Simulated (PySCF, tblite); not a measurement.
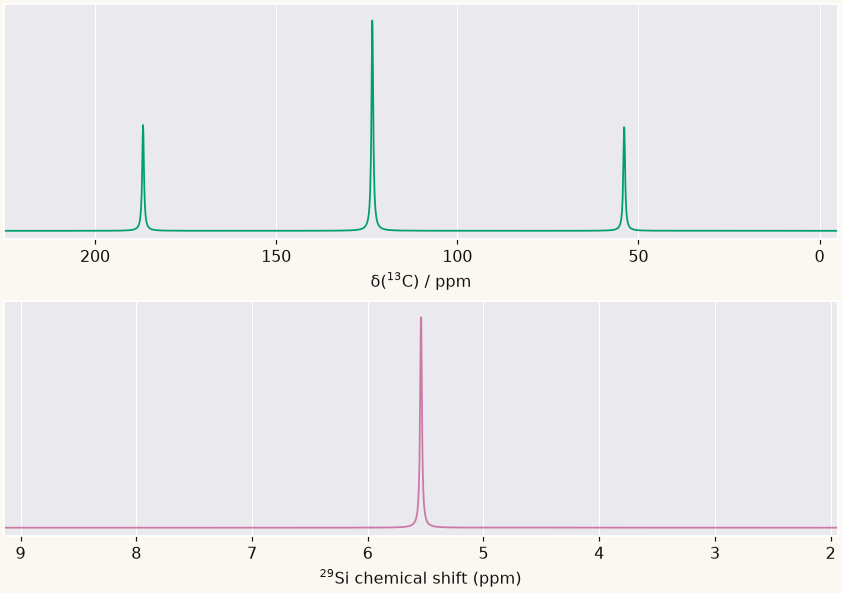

GIAO shifts, PBE0/pcSseg-1 with PySCF 2.14.0, at a GFN2-xTB geometry (a minimum by its frequencies), against TMS for ¹³C and TMS for ²⁹Si computed at the same level. Gas phase, fully decoupled, line heights follow the number of nuclei, widths are arbitrary (no quadrupolar broadening); values of one conformer, averaged over methyl-type rotors and exact or near symmetry; other conformers aren't averaged in.

> Which structure fits the spectrum?
A. C₄H₆O₃S₂Si, SMILES COC(=O)[Si]1(O)SC=CS1
B. C₃H₄O₃S₂Si, SMILES O=CO[Si]1(O)SC=CS1
C. C₃H₁₁BN₂Si, SMILES C[SiH2][C@@H]1CNBN1
D. C₄H₈O₂S₂Si, SMILES COC[Si]1(O)SC=CS1

Option A. Its ¹³C signals: 186.7 (1 C), 123.4 (2 C), 53.9 (1 C) ppm. Its ²⁹Si signals: 5.5 (1 Si) ppm.

Known limits of this run: the tight-binding geometry is rougher than a DFT one and adds to the error.
